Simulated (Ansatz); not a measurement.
**C4H8OSi: taking an electron away**

Aim: the vertical ionisation energy of C4H8OSi, as cation minus neutral at the neutral's geometry, on several levels, and how well −ε(HOMO) stands in for it.

Computed with Ansatz 0.2.0, Gaussian basis. Level: unrestricted cation, the program's frozen cores in correlated methods.

The runs, in order: UKS PBE-D4/def2-TZVPP; UKS r2SCAN-D4/def2-TZVPP; UKS PBE0-D4/def2-TZVPP; UKS B3LYP-D4/def2-TZVPP; UKS wB97X-V/def2-TZVPP; UKS wB97M-V/def2-TZVPP; UKS B2PLYP/def2-TZVPP; UHF-CCSD(T)/def2-TZVPP; UHF-MP2/def2-QZVPP; extrapolation to the limit; then −ε(HOMO) from the neutral's earlier runs with LDA (SPW92), PBE-D4, revPBE-D4, BLYP-D4, r2SCAN-D4, B97M-V, PBE0-D4, B3LYP-D4, r2SCANh-D4, r2SCAN0-D4, HSE06-D4, BHLYP-D4, CAM-B3LYP-D4, LC-ωPBE, ωB97X-V, ωB97M-V.

### 1 The relaxed structure

All runs share one geometry, relaxed beforehand with PBE0-D4 in a triple-zeta def2 set.

SMILES `C#C[SiH](C)OC`, 14 atoms, charge 0, spin multiplicity 1.

Atoms are counted from 1 here; the program's logs count them from 0.

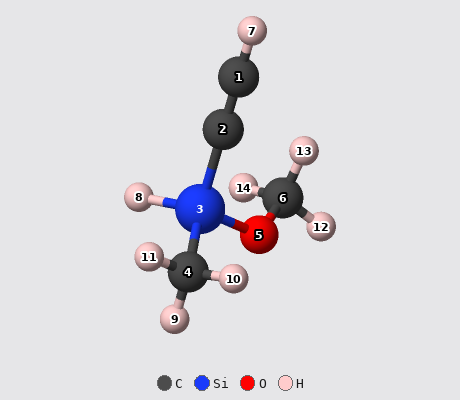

The structure; carbon dark grey, silicon blue, oxygen red, hydrogen pink; atoms are numbered from 1 in the order of the file.

### 2 Cation, UKS PBE-D4/def2-TZVPP

Contents of in.yaml:

```yaml
crystal:
  periodic: [false, false, false]
  atoms:
    - {symbol: C, position_ang: [-1.879797, 1.138196, 1.708778]}
    - {symbol: C, position_ang: [-1.217107, 0.450215, 0.971093]}
    - {symbol: Si, position_ang: [-0.205562, -0.588176, -0.154159]}
    - {symbol: C, position_ang: [0.509295, -2.033701, 0.752618]}
    - {symbol: O, position_ang: [1.040495, 0.296492, -0.747937]}
    - {symbol: C, position_ang: [0.863046, 1.498736, -1.460261]}
    - {symbol: H, position_ang: [-2.465800, 1.743658, 2.361978]}
    - {symbol: H, position_ang: [-1.107212, -1.009871, -1.261223]}
    - {symbol: H, position_ang: [1.110967, -2.647887, 0.078997]}
    - {symbol: H, position_ang: [1.144323, -1.693831, 1.573261]}
    - {symbol: H, position_ang: [-0.287694, -2.654741, 1.168122]}
    - {symbol: H, position_ang: [1.846181, 1.868763, -1.755547]}
    - {symbol: H, position_ang: [0.372794, 2.258535, -0.842118]}
    - {symbol: H, position_ang: [0.263270, 1.344210, -2.364800]}
basis:
  gaussian: {orbitals: def2-TZVPP}
total_charge: 1
magnetization: {spin_polarized: true, initial_magnetization: 1}
hamiltonian: {xc: pbe, dispersion: d4}
```

Further steps of the session: Cation, UKS r2SCAN-D4/def2-TZVPP; Cation, UKS PBE0-D4/def2-TZVPP; Cation, UKS B3LYP-D4/def2-TZVPP; Cation, UKS wB97X-V/def2-TZVPP; Cation, UKS wB97M-V/def2-TZVPP; Cation, UKS B2PLYP (frozen core)/def2-TZVPP; Cation, UHF-CCSD(T)/def2-TZVPP; Cation, UHF-MP2/def2-QZVPP.

**Question.** What will the summary of the whole plan be? Wanted: ionisation energy, CCSD(T)/CBS; nearest functional by difference; nearest −ε(HOMO); −ε(HOMO) of PBE; T1 of the cation.

**Answer**, as computed:

| quantity | value |
| --- | --- |
| ionisation energy, CCSD(T)/CBS | 10.71 eV |
| nearest functional by difference | ωB97X-V (-0.32 eV) |
| nearest −ε(HOMO) | LC-ωPBE (+0.10 eV) |
| −ε(HOMO) of PBE | 6.62 eV |
| T1 of the cation | 0.043 |

Energy differences with functionals land within 1.26 eV of the reference. The PBE orbital energy is 4.1 eV too small: a semilocal HOMO is no ionisation energy. Among orbital estimates LC-ωPBE comes nearest. Hartree-Fock falls 1.48 eV short, as the neutral has more correlation energy than the cation. The cation's T1 (from the report) is 0.043, near the customary mark of 0.045 for open shells, so the coupled-cluster value is less safe.
